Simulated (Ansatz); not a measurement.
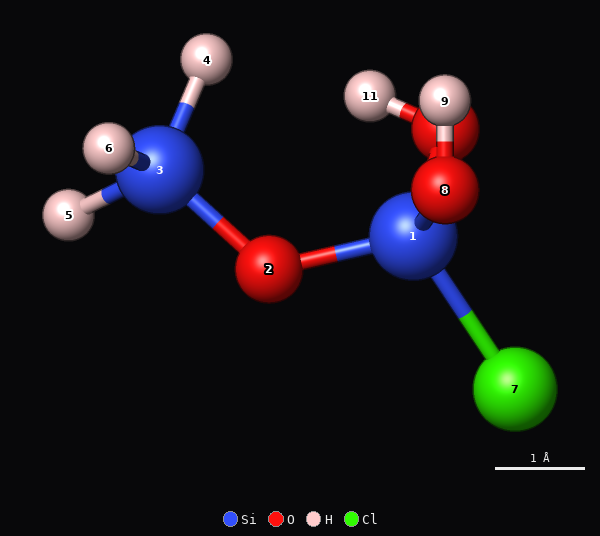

**Figure 1.** The structure as given in the input (ball-and-stick view, seen at a tilt; atoms are numbered from 1 in the order of the input).

**Geometry relaxation of Si2H5ClO3 (part 1 of 2)**

System: Si2H5ClO3.
Method: RKS PBE-D4/def2-SVP (Ansatz 0.2.0).

It belongs to a series of runs on one base structure; here: start relaxed. Figures and captions count atoms from 1; the log counts them from 0 in places.

## What the program printed
```
The last accepted step is kept in [file] (removed where the run ends without a failure and the disk answers)
Engine: ansatz 0.2.0, x86_64-unknown-linux-gnu
Functional definition: PBE
  parameter kappa = 0.804
  parameter beta = 0.06672455060314922
  exchange = pbe_x(kappa = kappa, mu = beta*pi^2/3)
  correlation = pbe_c(beta = beta)
1306 factors; their error is unknown
mean field evaluation 1: about -34459.3674 eV, gradient 8.7e1 eV
mean field evaluation 2: about -34411.4548 eV, gradient 1.8e2 eV
mean field evaluation 4: about -34472.0930 eV, gradient 1.4e1 eV
mean field evaluation 8: about -34472.4811 eV, gradient 2.4e-1 eV
mean field evaluation 16: about -34472.3952 eV, gradient 7.2e-5 eV
mean field -34472.39517884 eV, -1266.8371565936 hartree, gradient 1.6e-5 eV, S^2 0.000000; 0 other end points of the search recorded, 0 dependent functions left out
the calculation of the forces begins
reference -34472.39521549 eV, -1266.8371579407 hartree; 37, 37 occupied and 84, 84 virtual orbitals, 1306 factors
relax step   1: F+E_penalty+E_count = -34472.70482852 eV  Δ(F+E_penalty+E_count) = +0.000e0 eV  max|allowed force component| = 1.457e0 eV/Å  Δτ_max = 0.0000 Å  (28 SCF iters, accepted)
these checks for a lower state are left out or cut short: starts, cluster_reference, orbital_swaps, neighbouring_geometries, increment
1306 factors; their error is unknown
mean field -34472.60236935 eV, -1266.8447707046 hartree, gradient 8.1e-6 eV, S^2 0.000000; 0 other end points of the search recorded, 0 dependent functions left out
[... from here on the field's lines of each further geometry are left out, up to the last ...]
relax step   2: F+E_penalty+E_count = -34472.91263548 eV  Δ(F+E_penalty+E_count) = -2.078e-1 eV  max|allowed force component| = 7.050e-1 eV/Å  Δτ_max = 0.1454 Å  (30 SCF iters, accepted)
relax step   3: F+E_penalty+E_count = -34472.95530719 eV  Δ(F+E_penalty+E_count) = -4.267e-2 eV  max|allowed force component| = 2.917e-1 eV/Å  Δτ_max = 0.0665 Å  (28 SCF iters, accepted)
relax step   4: F+E_penalty+E_count = -34472.93326026 eV  Δ(F+E_penalty+E_count) = +2.205e-2 eV  max|allowed force component| = 7.264e-1 eV/Å  Δτ_max = 0.1645 Å  (35 SCF iters, rejected (line search))
relax step   5: F+E_penalty+E_count = -34472.98385995 eV  Δ(F+E_penalty+E_count) = -2.855e-2 eV  max|allowed force component| = 1.436e-1 eV/Å  Δτ_max = 0.0786 Å  (28 SCF iters, accepted)
relax step   6: F+E_penalty+E_count = -34473.00383023 eV  Δ(F+E_penalty+E_count) = -1.997e-2 eV  max|allowed force component| = 7.240e-2 eV/Å  Δτ_max = 0.0864 Å  (29 SCF iters, accepted)
relax step   7: F+E_penalty+E_count = -34473.01822385 eV  Δ(F+E_penalty+E_count) = -1.439e-2 eV  max|allowed force component| = 7.271e-1 eV/Å  Δτ_max = 0.1452 Å  (30 SCF iters, accepted)
relax step   8: F+E_penalty+E_count = -34473.04590361 eV  Δ(F+E_penalty+E_count) = -2.768e-2 eV  max|allowed force component| = 8.896e-2 eV/Å  Δτ_max = 0.2000 Å  (28 SCF iters, accepted)
relax step   9: F+E_penalty+E_count = -34473.05595752 eV  Δ(F+E_penalty+E_count) = -1.005e-2 eV  max|allowed force component| = 6.117e-1 eV/Å  Δτ_max = 0.1949 Å  (28 SCF iters, accepted)
relax step  10: F+E_penalty+E_count = -34473.06585888 eV  Δ(F+E_penalty+E_count) = -9.901e-3 eV  max|allowed force component| = 6.746e-1 eV/Å  Δτ_max = 0.1950 Å  (28 SCF iters, accepted)
relax step  11: F+E_penalty+E_count = -34473.07649880 eV  Δ(F+E_penalty+E_count) = -1.064e-2 eV  max|allowed force component| = 4.238e-1 eV/Å  Δτ_max = 0.0753 Å  (29 SCF iters, accepted)
relax step  12: F+E_penalty+E_count = -34473.08783224 eV  Δ(F+E_penalty+E_count) = -1.133e-2 eV  max|allowed force component| = 3.630e-1 eV/Å  Δτ_max = 0.1260 Å  (27 SCF iters, accepted)
relax step  13: F+E_penalty+E_count = -34473.10820412 eV  Δ(F+E_penalty+E_count) = -2.037e-2 eV  max|allowed force component| = 2.224e-1 eV/Å  Δτ_max = 0.2000 Å  (34 SCF iters, accepted)
relax step  14: F+E_penalty+E_count = -34473.11242002 eV  Δ(F+E_penalty+E_count) = -4.216e-3 eV  max|allowed force component| = 5.016e-1 eV/Å  Δτ_max = 0.0783 Å  (28 SCF iters, accepted)
relax step  15: F+E_penalty+E_count = -34473.11549363 eV  Δ(F+E_penalty+E_count) = -3.074e-3 eV  max|allowed force component| = 1.647e-1 eV/Å  Δτ_max = 0.0485 Å  (28 SCF iters, accepted)
relax step  16: F+E_penalty+E_count = -34473.11202961 eV  Δ(F+E_penalty+E_count) = +3.464e-3 eV  max|allowed force component| = 5.947e-1 eV/Å  Δτ_max = 0.0878 Å  (28 SCF iters, rejected (line search))
relax step  17: F+E_penalty+E_count = -34473.12257275 eV  Δ(F+E_penalty+E_count) = -7.079e-3 eV  max|allowed force component| = 5.249e-2 eV/Å  Δτ_max = 0.0428 Å  (28 SCF iters, accepted)
relax step  18: F+E_penalty+E_count = -34473.12803484 eV  Δ(F+E_penalty+E_count) = -5.462e-3 eV  max|allowed force component| = 2.418e-2 eV/Å  Δτ_max = 0.0999 Å  (27 SCF iters, accepted)
relax step  19: F+E_penalty+E_count = -34473.12792119 eV  Δ(F+E_penalty+E_count) = +1.137e-4 eV  max|allowed force component| = 7.268e-2 eV/Å  Δτ_max = 0.0100 Å  (29 SCF iters, rejected (line search))
relax step  20: F+E_penalty+E_count = -34473.12834760 eV  Δ(F+E_penalty+E_count) = -3.128e-4 eV  max|allowed force component| = 1.150e-2 eV/Å  Δτ_max = 0.0049 Å  (30 SCF iters, accepted)
relax step  21: F+E_penalty+E_count = -34473.12914539 eV  Δ(F+E_penalty+E_count) = -7.978e-4 eV  max|allowed force component| = 2.264e-1 eV/Å  Δτ_max = 0.0732 Å  (28 SCF iters, accepted)
relax step  22: F+E_penalty+E_count = -34473.13070753 eV  Δ(F+E_penalty+E_count) = -1.562e-3 eV  max|allowed force component| = 2.473e-2 eV/Å  Δτ_max = 0.0207 Å  (29 SCF iters, accepted)
relax step  23: F+E_penalty+E_count = -34473.13295823 eV  Δ(F+E_penalty+E_count) = -2.251e-3 eV  max|allowed force component| = 1.810e-2 eV/Å  Δτ_max = 0.0687 Å  (28 SCF iters, accepted)
relax step  24: F+E_penalty+E_count = -34473.13330058 eV  Δ(F+E_penalty+E_count) = -3.424e-4 eV  max|allowed force component| = 1.891e-1 eV/Å  Δτ_max = 0.1964 Å  (28 SCF iters, accepted)
relax step  25: F+E_penalty+E_count = -34473.13630441 eV  Δ(F+E_penalty+E_count) = -3.004e-3 eV  max|allowed force component| = 4.211e-2 eV/Å  Δτ_max = 0.0482 Å  (28 SCF iters, accepted)
relax step  26: F+E_penalty+E_count = -34473.13732696 eV  Δ(F+E_penalty+E_count) = -1.023e-3 eV  max|allowed force component| = 2.426e-2 eV/Å  Δτ_max = 0.0460 Å  (28 SCF iters, accepted)
relax step  27: F+E_penalty+E_count = -34473.13816048 eV  Δ(F+E_penalty+E_count) = -8.335e-4 eV  max|allowed force component| = 3.660e-2 eV/Å  Δτ_max = 0.0772 Å  (28 SCF iters, accepted)
relax step  28: F+E_penalty+E_count = -34473.13855607 eV  Δ(F+E_penalty+E_count) = -3.956e-4 eV  max|allowed force component| = 7.680e-2 eV/Å  Δτ_max = 0.0831 Å  (28 SCF iters, accepted)
relax step  29: F+E_penalty+E_count = -34473.13896817 eV  Δ(F+E_penalty+E_count) = -4.121e-4 eV  max|allowed force component| = 4.979e-2 eV/Å  Δτ_max = 0.0173 Å  (28 SCF iters, accepted)
relax step  30: F+E_penalty+E_count = -34473.13933279 eV  Δ(F+E_penalty+E_count) = -3.646e-4 eV  max|allowed force component| = 4.969e-2 eV/Å  Δτ_max = 0.0323 Å  (29 SCF iters, accepted)
relax step  31: F+E_penalty+E_count = -34473.13952353 eV  Δ(F+E_penalty+E_count) = -1.907e-4 eV  max|allowed force component| = 3.354e-2 eV/Å  Δτ_max = 0.0274 Å  (29 SCF iters, accepted)
relax step  32: F+E_penalty+E_count = -34473.13958778 eV  Δ(F+E_penalty+E_count) = -6.424e-5 eV  max|allowed force component| = 3.183e-2 eV/Å  Δτ_max = 0.0649 Å  (28 SCF iters, accepted)
the calculation of the forces begins
reference -34472.83163039 eV, -1266.8531958921 hartree; 37, 37 occupied and 84, 84 virtual orbitals, 1306 factors
relax step  33: F+E_penalty+E_count = -34473.13972702 eV  Δ(F+E_penalty+E_count) = -1.392e-4 eV  max|allowed force component| = 1.111e-2 eV/Å  Δτ_max = 0.0066 Å  (22 SCF iters, accepted)
1306 factors; their error is unknown
mean field evaluation 256: about -34472.8316 eV, gradient 5.0e-2 eV
```

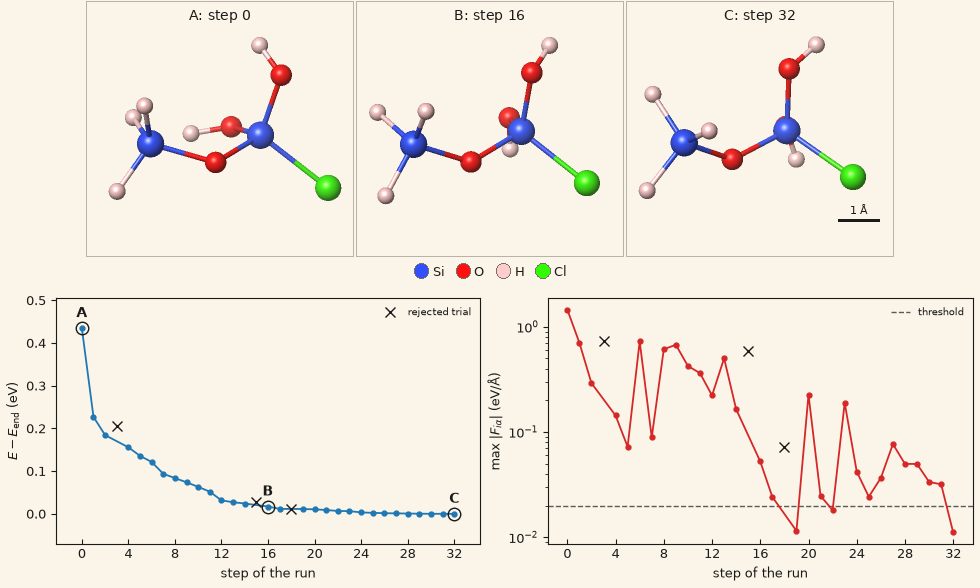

**Figure 2.** Frames of the relaxation (ball-and-stick view, seen at a tilt) above the curves, on which the letters mark them (the first geometry is step 0 here and step 1 in the log).

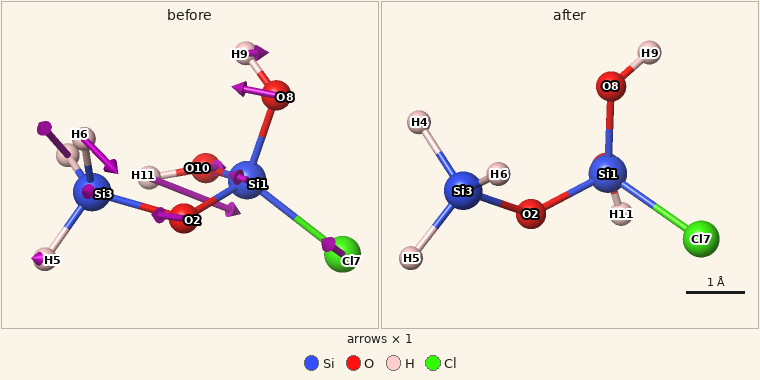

**Figure 3.** Before (left) and after (right) the relaxation, at one scale (ball-and-stick view, seen at a tilt). The pink arrows give the displacements, at true length. The largest move after the best rigid fit is that of H11, 1.98 Å. By element the largest moves are H 1.98 Å, O 0.90 Å, Cl 0.69 Å, Si 0.43 Å. Among the contacts that change: Si1–Cl7 2.130 → 2.076 Å, Si3–H4 1.460 → 1.503 Å, O10–H11 1.010 → 0.973 Å, Si1–O2 1.680 → 1.647 Å. Among the angles that change: Si1–O2–Si3 125.0° → 136.6°, Si1–O8–H9 109.5° → 116.2°, Si1–O10–H11 109.5° → 115.5°. After 32 geometry steps the energy has fallen by 0.435 eV. The largest force component goes from 1.5 to 0.011 eV/Å. The line search rejected the trial steps at points 3, 15, 18 (counted from 0) and went back. (Atoms are counted from 1 in the order of the input.)

```
mean field -34472.83159239 eV, -1266.8531944957 hartree, gradient 2.0e-5 eV, S^2 0.000000; 1 other end points of the search recorded, 0 dependent functions left out
the calculation of the forces begins
reference -34472.83163038 eV, -1266.8531958921 hartree; 37, 37 occupied and 84, 84 virtual orbitals, 1306 factors
Total energy: -34473.13976501 eV, -1266.8645196309 hartree
Atom 0 at    -0.344887    -0.274485     0.012774 Å, force    -0.003199    -0.000387     0.000091 eV/Å
Atom 1 at    -0.478430    -0.747518     1.585066 Å, force    -0.010207     0.005883     0.002059 eV/Å
Atom 2 at    -1.345218    -0.250591     2.944077 Å, force    -0.001430     0.005120     0.001225 eV/Å
Atom 3 at    -2.822703    -0.400346     2.711532 Å, force     0.008410    -0.003928     0.002429 eV/Å
Atom 4 at    -0.919599    -1.135834     4.077956 Å, force    -0.001678     0.003872    -0.004102 eV/Å
Atom 5 at    -1.032665     1.182680     3.272826 Å, force     0.001602    -0.009249    -0.000854 eV/Å
Atom 6 at     1.607150     0.364603    -0.291326 Å, force     0.000442     0.000692     0.000902 eV/Å
Atom 7 at    -1.446478     0.943319    -0.202046 Å, force     0.008594    -0.007675    -0.006182 eV/Å
Atom 8 at    -1.581053     1.243241    -1.117392 Å, force    -0.001881     0.001699     0.002364 eV/Å
Atom 9 at    -0.671229    -1.493291    -1.063453 Å, force     0.009624    -0.007135    -0.002097 eV/Å
Atom 10 at     0.063112    -2.108879    -1.234015 Å, force    -0.010275     0.011109     0.004165 eV/Å
Dipole moment:    -0.052367    -0.076157    -0.234037 e Å
```

## Trajectory as extended XYZ (Å, eV, eV/Å), 20 of the 33 frames kept, from step=1 to step=33
```
11
Properties=species:S:1:pos:R:3:forces:R:3 step=1 energy=-34472.70483
Si    0.0000    0.0000    0.0000    0.6855   0.1632  -0.4370
O     0.0000    0.0000    1.6800    0.1739  -0.1934  -0.5588
Si   -1.3147   -0.4067    2.6436    0.7039   0.4988   0.1870
H    -2.2390   -1.2403    1.8804   -0.6076  -0.5720  -0.5225
H    -0.8506   -1.1432    3.8157    0.2551  -0.4231   0.5540
H    -1.9987    0.8095    3.0733   -0.4535   0.6161   0.2166
Cl    2.0086    0.0000   -0.7093   -1.3148   0.0955   0.5265
O    -0.7913    1.3709   -0.5594   -1.0573  -0.6854  -0.2260
H    -1.7491    1.1401   -0.7818    1.4570   0.3670   0.2185
O    -0.7913   -1.3709   -0.5594   -0.4805  -0.3806   1.2271
H    -1.2459   -1.8365    0.2129    0.6382   0.5140  -1.1855
11
Properties=species:S:1:pos:R:3:forces:R:3 step=3 energy=-34472.95531
Si   -0.0407   -0.0094   -0.0146   -0.0093   0.1304   0.0293
O    -0.0280   -0.0635    1.6587   -0.2630  -0.0974  -0.1201
Si   -1.3027   -0.3917    2.7177    0.0639   0.0001   0.0020
H    -2.2995   -1.2720    1.9870    0.0254   0.0351   0.0685
H    -0.7735   -1.1348    3.9090    0.0120   0.0319  -0.0373
H    -2.0010    0.8654    3.1547    0.0345  -0.0184  -0.0163
Cl    1.9113    0.0427   -0.6145    0.1549   0.0087  -0.0284
O    -0.7779    1.3790   -0.5726   -0.0643  -0.2917   0.0630
H    -1.6562    1.1753   -0.9458    0.0557   0.0994  -0.0510
O    -0.8089   -1.3557   -0.6426   -0.0263   0.1996   0.1907
H    -1.1949   -1.9125    0.0591    0.0166  -0.0977  -0.1004
11
Properties=species:S:1:pos:R:3:forces:R:3 step=4 energy=-34472.93326 accepted=F
Si   -0.0469    0.0142   -0.0016   -0.2108  -0.4570  -0.1351
O    -0.1094   -0.1011    1.6356    0.6619   0.3284   0.3257
Si   -1.3079   -0.4075    2.7420   -0.3159  -0.1334   0.1561
H    -2.2910   -1.3122    2.0327   -0.1163  -0.0117   0.1935
H    -0.6997   -1.1140    3.9142   -0.0481   0.0071   0.0540
H    -1.9878    0.8628    3.1609   -0.0376  -0.0217   0.0656
Cl    1.9226    0.0385   -0.5593    0.0646   0.0197  -0.0068
O    -0.7977    1.3601   -0.5559   -0.0997   0.7264  -0.2038
H    -1.5989    1.2255   -1.0917    0.1113  -0.1062   0.0420
O    -0.8768   -1.2816   -0.6048   -0.1804  -0.4509  -0.4381
H    -1.1785   -1.9618    0.0240    0.1710   0.0992  -0.0532
11
Properties=species:S:1:pos:R:3:forces:R:3 step=6 energy=-34473.00383
Si   -0.0663   -0.0040   -0.0171    0.0120   0.0206   0.0239
O    -0.0922   -0.1124    1.6425    0.0308   0.0146  -0.0647
Si   -1.3141   -0.4034    2.7582   -0.0620  -0.0282   0.0639
H    -2.3236   -1.3313    2.1193   -0.0006   0.0096   0.0578
H    -0.7156   -1.0683    3.9620    0.0044   0.0144  -0.0179
H    -2.0072    0.8673    3.1588    0.0161   0.0018  -0.0013
Cl    1.9099    0.0267   -0.5776   -0.0040  -0.0128   0.0330
O    -0.7757    1.3960   -0.5517   -0.0177  -0.0059  -0.0013
H    -1.5910    1.2411   -1.0609    0.0233   0.0037  -0.0200
O    -0.8754   -1.2959   -0.6862   -0.0716  -0.0087  -0.0008
H    -1.1208   -1.9929   -0.0514    0.0693  -0.0091  -0.0724
11
Properties=species:S:1:pos:R:3:forces:R:3 step=8 energy=-34473.04590
Si   -0.1058   -0.0231   -0.0256   -0.0075  -0.0673  -0.0116
O    -0.1682   -0.2364    1.6164   -0.0837  -0.0214   0.0147
Si   -1.3373   -0.3979    2.8167    0.0103   0.0336   0.0108
H    -2.4274   -1.3361    2.3571    0.0370   0.0195  -0.0143
H    -0.6666   -0.9754    4.0253    0.0085  -0.0057   0.0172
H    -1.9492    0.9324    3.1543    0.0104  -0.0043  -0.0098
Cl    1.8987    0.0313   -0.4953   -0.0228  -0.0124  -0.0027
O    -0.8094    1.3994   -0.4976   -0.0346   0.0142  -0.0049
H    -1.5534    1.2779   -1.1143    0.0342   0.0014   0.0025
O    -0.9054   -1.2540   -0.8160   -0.0099  -0.0089   0.0870
H    -0.9481   -2.0952   -0.3250    0.0582   0.0512  -0.0890
```
